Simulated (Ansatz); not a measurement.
# GeSiH3ClO (SMILES Cl[SiH]1[O][GeH2]1) at RPA@PBE0/6-31G(d) (spherical functions)

Aim: the vertical ionisation energy of GeSiH3ClO at RPA@PBE0/6-31G* (spherical functions), from 2 runs. 

Program for the calculation: Ansatz 0.2.0.

123 further runs of the same task are left out: 123 set aside as unsound or not needed.

## (1) The system as given

The species is GeSiH3ClO (7 atoms), meant as a singlet with charge 0. As SMILES, `Cl[SiH]1[O][GeH2]1`. The coordinates come from a PBE0-D4/def2-TZVP relaxation.

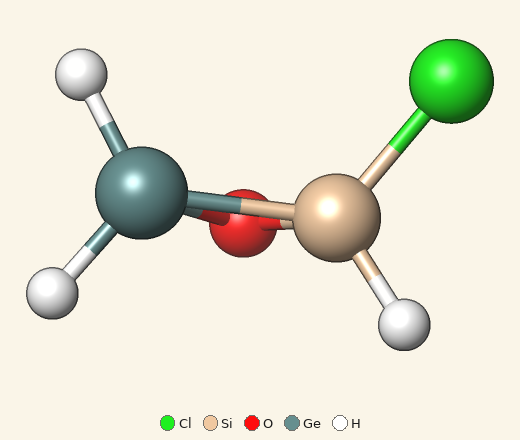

The structure, seen from a chosen angle (chlorine green, silicon light orange, oxygen red, germanium teal, hydrogen white).

## (2) The energy at RPA@PBE0/6-31G(d) (spherical functions)

The input, job.yaml:

```yaml
basis:
  gaussian:
    orbitals: 6-31G_st_-spherical.json
crystal:
  periodic: [false, false, false]
  atoms:
    - {symbol: Cl, position_ang: [0.946700, -2.488800, 0.655700]}
    - {symbol: Si, position_ang: [-0.269300, -1.038200, -0.101800]}
    - {symbol: O, position_ang: [0.399800, 0.013200, -1.157400]}
    - {symbol: Ge, position_ang: [0.044800, 1.152900, 0.326900]}
    - {symbol: H, position_ang: [-1.538000, -1.691900, -0.484400]}
    - {symbol: H, position_ang: [-0.900200, 2.274100, -0.128200]}
    - {symbol: H, position_ang: [1.377500, 1.710600, 0.843500]}
correlation:
  method: rpa
  frozen_orbitals: {Cl: 5, Ge: 9, H: 0, O: 1, Si: 5}
accuracy: high
hamiltonian:
  xc: {name: PBE0}
```

The basis set 6-31G* is read from a file made from the Basis Set Exchange's data (not shown).

Command:

```
$ ansatz run job.yaml --threads 1 --pin off --max-ram 3480MiB --events-out events.jsonl --progress --plain --runs-dir runs
```

Standard output:

```text
Warning: RAYON_NUM_THREADS=1 ignored (pool sized by the plan → 1); use --threads N
Functional definition: PBE0
  name "PBE0"
  parameter a = 0.25
  parameter kappa = 0.804
  parameter beta = 0.06672455060314922
  exchange = (1 - a)*pbe_x(kappa = kappa, mu = beta*pi^2/3) + a*exact_x
  correlation = pbe_c(beta = beta)
1868 factors; integrals over basis functions are off by at most 5.8e-9 eV
mean field evaluation 1: about -78984.5470 eV, gradient 5.4e1 eV
mean field evaluation 2: about -78984.7224 eV, gradient 5.4e1 eV
mean field evaluation 4: about -78989.9842 eV, gradient 7.3e0 eV
mean field evaluation 8: about -78990.1539 eV, gradient 9.1e-1 eV
mean field evaluation 16: about -78990.1563 eV, gradient 1.6e-4 eV
mean field -78990.15630392 eV, -2902.8347027180 hartree, gradient 1.6e-8 eV, S^2 0.000000; 0 other end points of the search recorded, 0 dependent functions left out
20 core orbitals not correlated: weight in the atoms' cores, before any rotation towards them, 1.000 or more for the frozen orbitals, at most 0.000 for the correlated occupied ones
reference -78915.60789218 eV, -2900.0950991175 hartree; 17, 17 occupied and 51, 51 virtual orbitals, 1868 factors
Total energy: -78939.29338062 eV, -2900.9655247628 hartree
```

It took 18 s on 1 thread of Intel Xeon Platinum 8259CL at 2.50GHz (Skylake/Cascade Lake), shared host; peak memory 0.35 GiB.

## (3) The doublet cation at the same level

The input, in.yaml:

```yaml
crystal:
  periodic: [false, false, false]
  atoms:
    - {symbol: Cl, position_ang: [0.946700, -2.488800, 0.655700]}
    - {symbol: Si, position_ang: [-0.269300, -1.038200, -0.101800]}
    - {symbol: O, position_ang: [0.399800, 0.013200, -1.157400]}
    - {symbol: Ge, position_ang: [0.044800, 1.152900, 0.326900]}
    - {symbol: H, position_ang: [-1.538000, -1.691900, -0.484400]}
    - {symbol: H, position_ang: [-0.900200, 2.274100, -0.128200]}
    - {symbol: H, position_ang: [1.377500, 1.710600, 0.843500]}
basis:
  gaussian: {orbitals: 6-31G_st_-spherical.json}
total_charge: 1
magnetization: {spin_polarized: true, initial_magnetization: 1}
hamiltonian: {xc: pbe0}
correlation: {method: rpa, frozen_orbitals: {Cl: 5, Ge: 9, H: 0, O: 1, Si: 5}}
accuracy: high
```

The basis set 6-31G* is read from a file made from the Basis Set Exchange's data (not shown).

Command:

```
$ ansatz run in.yaml --threads 1 --pin off --max-ram 3480MiB --events-out events.jsonl --progress --plain --runs-dir runs
```

Standard output, cut to the lines that bear on the results:

```text
Warning: RAYON_NUM_THREADS=1 ignored (pool sized by the plan → 1); use --threads N
Functional definition: PBE0
  name "PBE0"
[...]
1868 factors; integrals over basis functions are off by at most 5.8e-9 eV
[...]
mean field -78980.91758146 eV, -2902.4951859299 hartree, gradient 3.2e-8 eV, S^2 0.754835; 2 other end points of the search recorded, 0 dependent functions left out
20 core orbitals not correlated: weight in the atoms' cores, before any rotation towards them, 1.000 or more for the frozen orbitals, at most 0.000 for the correlated occupied ones
reference -78906.90829470 eV, -2899.7753948069 hartree; 17, 16 occupied and 51, 52 virtual orbitals, 1868 factors
Total energy: -78930.29671573 eV, -2900.6349034265 hartree
```

Run time: 32 s. Hardware: 1 thread of Intel Xeon Platinum 8259CL at 2.50GHz (Skylake/Cascade Lake), shared host; peak memory 0.53 GiB.

## (4) Outcome

At RPA@PBE0/6-31G* (spherical functions), 20 core orbitals frozen:

```
                                           quantity           value
                    singlet GeSiH3ClO: total energy  -2900.96552 Eh
singlet GeSiH3ClO: RPA correlation energy (valence)      -870.4 mEh
                       doublet cation: total energy  -2900.63490 Eh
   doublet cation: RPA correlation energy (valence)      -859.5 mEh
  doublet cation: ⟨S²⟩ of the reference determinant           0.755
 vertical ionisation energy (to the doublet cation)        8.997 eV
```

What this shows: The vertical ionisation energy comes to 9.00 eV (207 kcal/mol).
